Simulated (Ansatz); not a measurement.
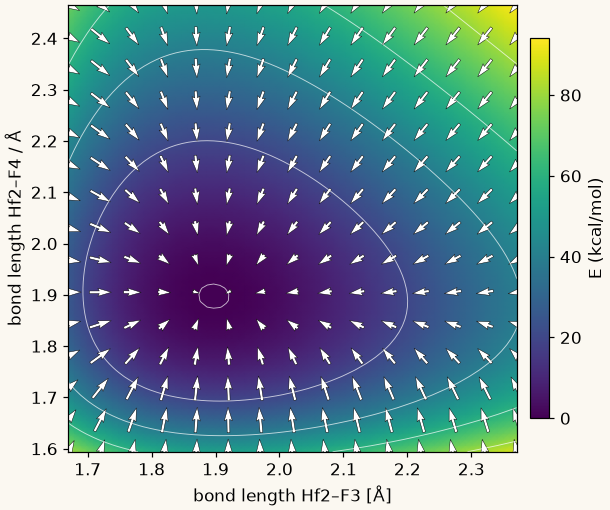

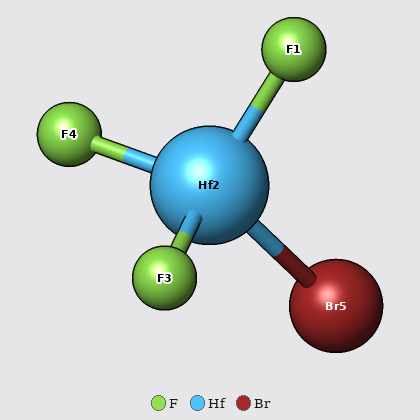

Energy landscape of BrF₃Hf, SMILES [F][Hf]([F])([F])[Br]. 
- First axis: bond length Hf2–F3. Second axis: bond length Hf2–F4.
- Nothing is relaxed (all other coordinates rigid).
- Grid: 15 × 15 points.
- Energies are in kcal/mol, from the lowest grid point.
- Computed with Ansatz, RKS CAM-B3LYP-D4/def2-SVP.

The picture shows a smooth colour map with a few white contour lines, arrows along the force (downhill), their lengths compressed. Between grid points the surface is interpolated. The second picture is the structure at the lowest point.

Where are the wells?

The lowest grid point is at bond length Hf2–F3 = 1.920 Å, bond length Hf2–F4 = 1.905 Å. No other kind of well shows on this grid. The highest grid point, bond length Hf2–F3 = 2.371 Å, bond length Hf2–F4 = 2.466 Å, lies 94 kcal/mol above the lowest. Round the minimum the contours are nearly round: the two directions are equally stiff and uncoupled.

Each point was launched as `ansatz run input.yaml --threads 1 --pin off --max-ram 2560MiB --backend cpu --events-out ev --progress --plain --runs-dir out`. The whole map (225 points run) took 27 min on 1 thread of Arm Neoverse V2, on a shared host.
